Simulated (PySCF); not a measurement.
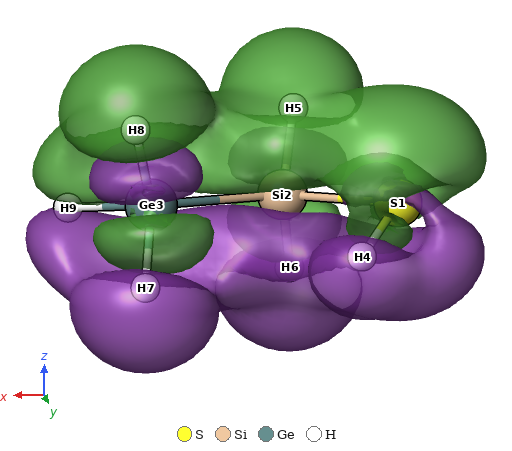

Figure 1: GeH₆SSi, SMILES `S[SiH2][GeH3]`. Change of the electron density in a uniform field of 0.51 V/Å, surfaces at ±0.002 e/Å³ (purple: gain, green: loss).

Computed with PySCF, r2SCAN/def2-TZVP, geometry: GFN2-xTB. No frequency check shows the geometry to be a minimum. A basis without diffuse functions makes polarisabilities too small. GFN2-xTB bond lengths at metals and heavier atoms can be off by up to 0.1 Å and shapes distorted, which carries into these values.

The field was applied in both directions; the picture shows the one opposite to the script's first.

Along which Cartesian direction does the field point?

Answer. Along +z: electrons gather on the −z side, against the field.

What dipole is induced, and what polarisability does it imply?

Answer. The induced dipole is 1.62 D (along the field); α along this axis, from the fields in both directions, is 64 bohr³ (9.5 Å³).

Cost of the run: 3.3 min on 1 thread of Intel(R) Xeon(R) Processor @ 2.50GHz (Skylake/Cascade Lake) (shared host), peak memory 0.64 GiB.
